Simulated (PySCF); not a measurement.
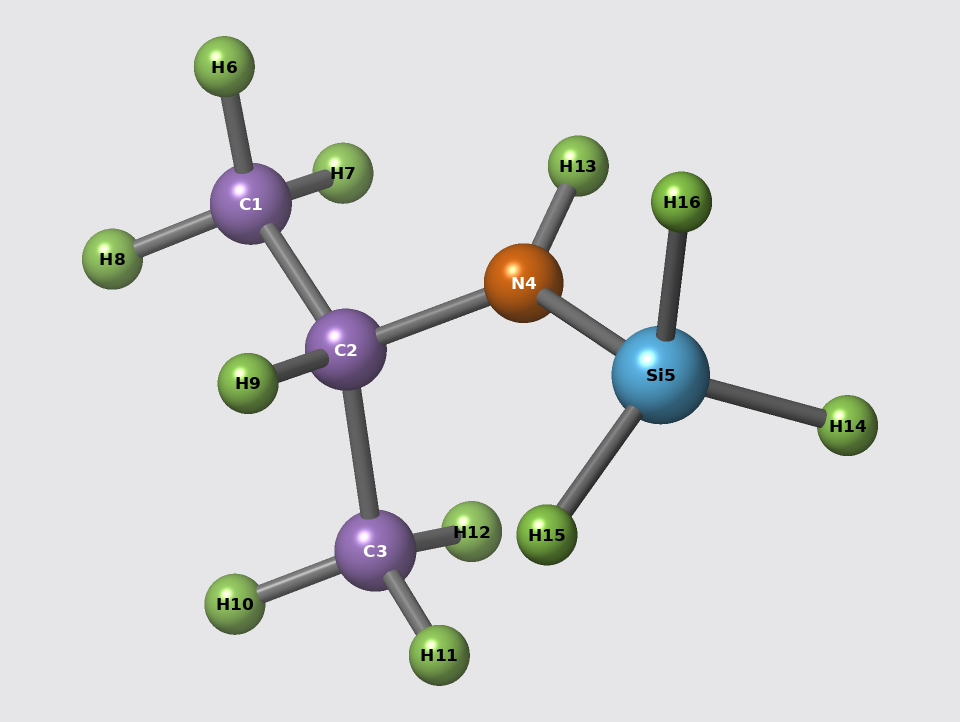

The species has charge +1 and is a spin doublet. The geometry was computed by an optimisation with GFN2-xTB. No frequency run is at hand to confirm it as a minimum. Level of theory: UKS B3LYP, pcH-1 on C H N Si, non-relativistic (PySCF 2.14.0).

Give the isotropic hyperfine couplings (Fermi-contact term alone) of C1, C2, C3, N4, Si5, H6, H7, H8, H9, H10, H11, H12, H13, H14, H15, H16.

| atom | isotope | a_iso (MHz) |
| --- | --- | --- |
| C1 | 13C | −0.1 |
| C2 | 13C | −31.2 |
| C3 | 13C | 62.3 |
| N4 | 14N | 31.4 |
| Si5 | 29Si | 42.5 |
| H6 | 1H | 4.3 |
| H7 | 1H | 5.4 |
| H8 | 1H | 0.7 |
| H9 | 1H | 162.4 |
| H10 | 1H | 24.9 |
| H11 | 1H | −8.8 |
| H12 | 1H | −1.7 |
| H13 | 1H | −54.2 |
| H14 | 1H | 117.6 |
| H15 | 1H | −2.9 |
| H16 | 1H | 118.8 |

The geometry is semi-empirical. Around Si such bond lengths and angles can be off by a tenth of an ångström or more and by several degrees, and values that hang on the shape move with them.
